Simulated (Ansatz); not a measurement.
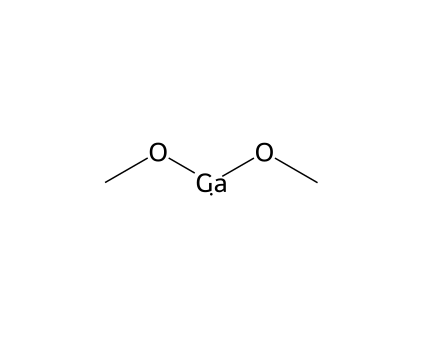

State: neutral, doublet.

> Give its SMILES.

C[O][Ga][O]C

> What is the molecular formula?

C2H6GaO2.

More results for the same structure follow; atom numbers are the same in all pictures, views and colours differ. The geometry was computed by an optimisation with PBE0-D4/def2-TZVP.

Shape

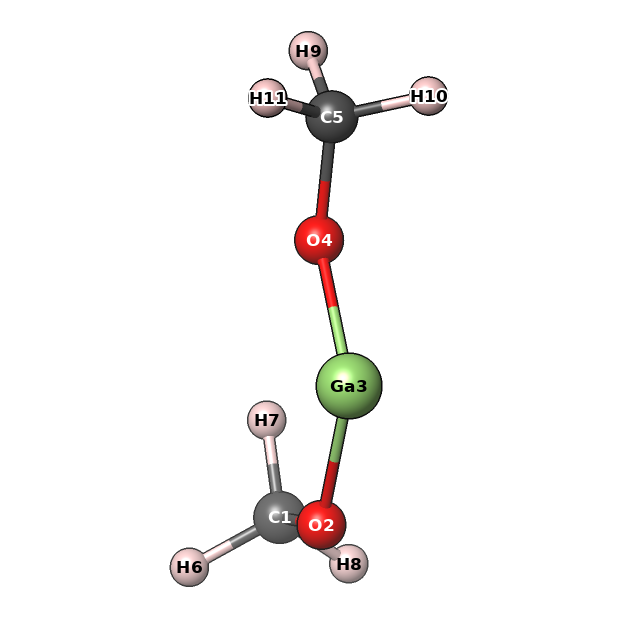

C1 lies behind O2. The molecule seen a little off the O2–C1 bond, O2 in front. Distant atoms are faded towards the background colour.

> What is the torsion angle Ga3–O2–C1–H6? The sign is positive where the front bond must turn clockwise to cover the back bond.

−121°, anticlinal.

Electronic properties

Level of theory: UKS r2SCANh-D4/def2-TZVPP (Ansatz 0.2.0).

> Estimate the HOMO energy (Kohn–Sham orbital).

−6.11 eV.

> What is the ⟨S²⟩ of the determinant?

0.755.

> Give the dispersion correction at this level.

−5.0 kJ/mol.

Vibrations

Harmonic vibrations computed with UKS PBE0-D4/def2-TZVP (Ansatz 0.2.0) at a stationary point of the same level.

> List the wavenumbers.

27 modes: 35, 50, 92, 95, 104, 202, 281, 549, 602, 1096, 1132, 1162, 1177, 1184, 1197, 1472, 1474, 1491, 1493, 1494, 1496, 3003, 3010, 3062, 3076, 3082, 3083 cm⁻¹.

Charges

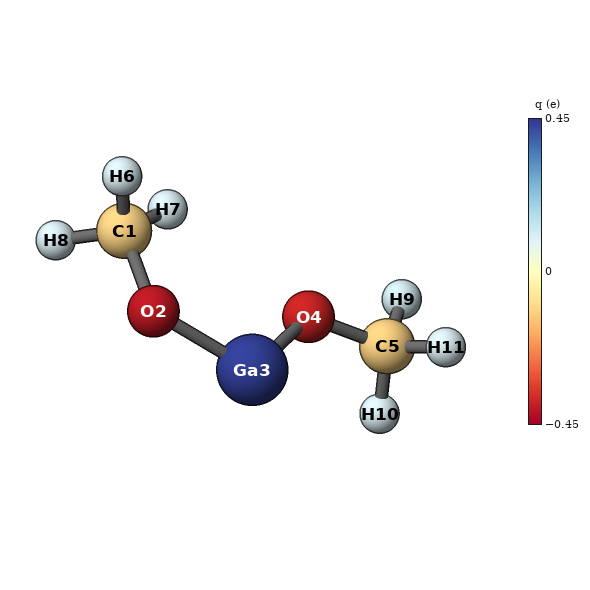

Atoms are coloured by their Mulliken charges. Properties computed with UKS B3LYP-D4/def2-TZVPP (Ansatz 0.2.0).

Give the Mulliken charges atom by atom.

```json
{"atom": "C1", "value (e)": "−0.11"}
{"atom": "O2", "value (e)": "−0.40"}
{"atom": "Ga3", "value (e)": "0.43"}
{"atom": "O4", "value (e)": "−0.38"}
{"atom": "C5", "value (e)": "−0.11"}
{"atom": "H6", "value (e)": "0.09"}
{"atom": "H7", "value (e)": "0.09"}
{"atom": "H8", "value (e)": "0.09"}
{"atom": "H9", "value (e)": "0.10"}
{"atom": "H10", "value (e)": "0.09"}
{"atom": "H11", "value (e)": "0.09"}
```

Mulliken values depend strongly on the basis set and can even reverse the polarity of a bond.
